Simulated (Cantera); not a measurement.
A closed system holds: 1 mol SiO2, 0.77 mol H2, 9.5 mol N2, held at 900 Torr.

Method: chemical equilibrium by Gibbs-energy minimisation in Cantera with the NASA 1993 tables (ideal gas, pure condensed phases). Candidate condensed phases: H2O, Si, SiO2, Si2N2O, Si3N4; 35 gas species. N2 is the only nitrogen source here; it is nearly inert below about 1500 K, so the nitride shown seldom forms there in practice. Mutual solubility and eutectic melting of coexisting phases are not modelled. The tables hold silica as quartz up to 1696 K and as liquid above; real silica turns to tridymite and cristobalite and melts near 1996 K. Equilibrium is a limit: real reactors are often held back by kinetics, nucleation or transport.

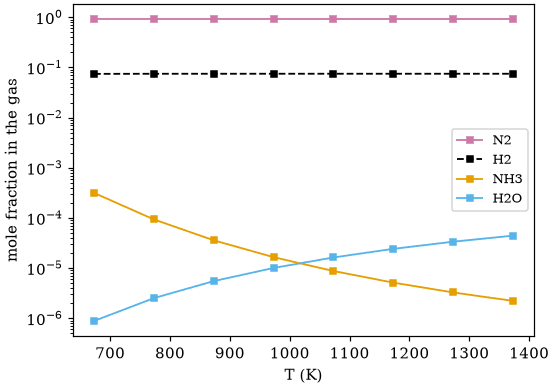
*Equilibrium gas composition (values under 1e-9 drawn at 1e-9)*

From 673 K to 773 K the condensed part is SiO2(α-quartz). From 873 K to 973 K the condensed part is SiO2(β-quartz). From 1073 K to 1373 K the condensed part is SiO2(β-quartz) + Si2N2O(s).
